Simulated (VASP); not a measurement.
Band structure of C (diamond). All values below come from SCAN meta-GGA, VASP's PBE PAW potentials (set 64) (plane waves; VASP).

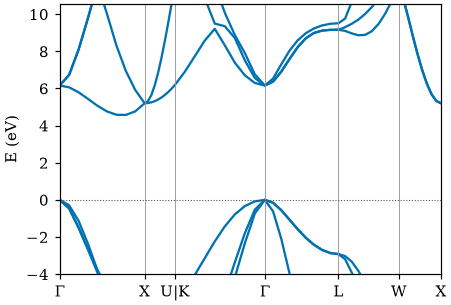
Figure. Bands along high-symmetry lines, zero at the valence-band maximum or, without a gap, the Fermi level

Read the plot: is there a gap, and where are the band edges?

The gap is indirect, 4.56 eV, from the valence maximum at Γ to the conduction minimum at (0.36, 0.36, 0.00).

The compound is C in the diamond structure. It was relaxed first.
